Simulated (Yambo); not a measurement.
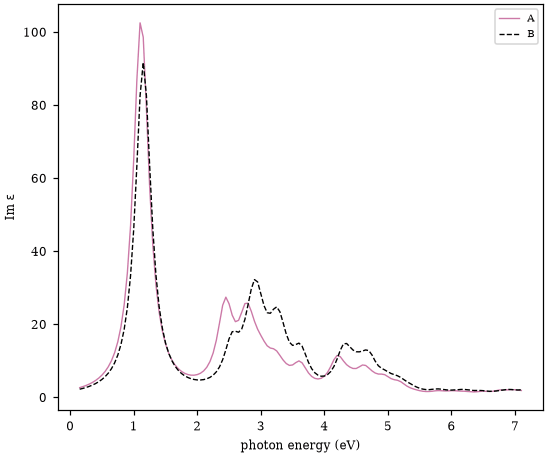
Figure. Two computed absorption spectra of Na3Sb (space group P6_3/mmc, No. 194) (Yambo, PBEsol bands with the same scissor, field along x)

Axes are Cartesian, with cell vectors (Å) (5.32, 0.00, 0.00), (-2.66, 4.61, 0.00), (0.00, 0.00, 9.47).

Task: Which curve includes the electron-hole attraction (BSE)?

Result: Curve A: the attraction moves weight to lower energy (centre of the plotted range 2.3 eV against 2.5 eV). Settings: 3×3×2 mesh, 6 valence and 21 conduction bands, static screening with 128 bands and a 3 Ry block, scissor 0.74 eV, Tamm-Dancoff. The scissor comes from a G0W0 run whose convergence isn't established. Broadening 0.15 eV. The band window holds all transitions up to 8.9 eV. On this mesh the peak heights and the fine structure are mesh artefacts; only the shift of weight is robust.

The standard potential for Sb keeps a d shell in the valence without the s and p states of that shell. In tests on such compounds this moved G0W0 gaps by up to about 0.9 eV, so absolute quasiparticle energies here are unreliable; differences between settings are what counts.

Spin-orbit coupling is not included.

Geometry of the Materials Project entry, not relaxed at this level; primitive cell a = 5.321 Å, b = 5.321 Å, c = 9.470 Å, α = 90.00°, β = 90.00°, γ = 120.00°.
